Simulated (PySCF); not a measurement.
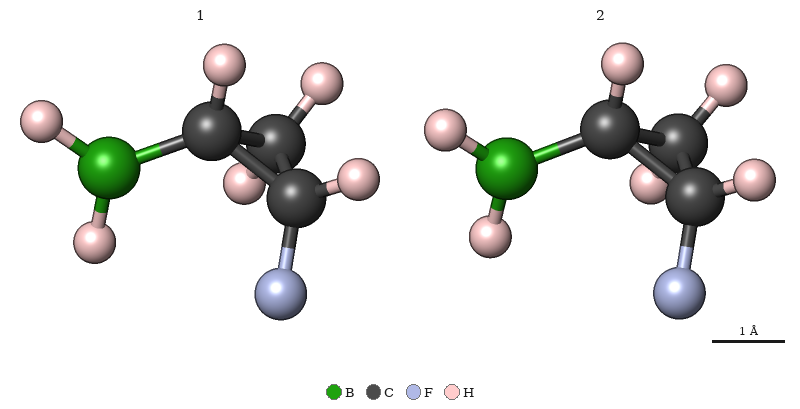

Two geometries of C3H6BF, drawn at one scale. One is the start of a relaxation, the other its converged end. The picture is a ball-and-stick view, seen at a tilt.

Computed with PBE0-D3(BJ)/def2-SVP geometry optimisation, gas phase (PySCF). 

Which one is relaxed?

Answer. Structure 1 is the relaxed one. The start comes from GFN2-xTB. The atom that moves furthest after the best rigid fit is an H atom (0.24 Å). Largest moves by element: H 0.24 Å, C 0.10 Å, B 0.03 Å, F 0.03 Å. Some distances before and after: B–H 1.168 → 1.208 Å, C–C 1.530 → 1.554 Å, C–H 1.079 → 1.093 Å, C–C 1.517 → 1.507 Å. Bond angles that change, for instance: B–C–C 119.9° → 113.9°, C–C–H 112.0° → 114.4°, C–C–H 119.3° → 117.0°. After 5 geometry steps the energy has fallen by 8.01 kJ/mol. Largest force component: 1 eV/Å at the start, 0.023 eV/Å at the end. The run took about 17 core-seconds on a shared host.
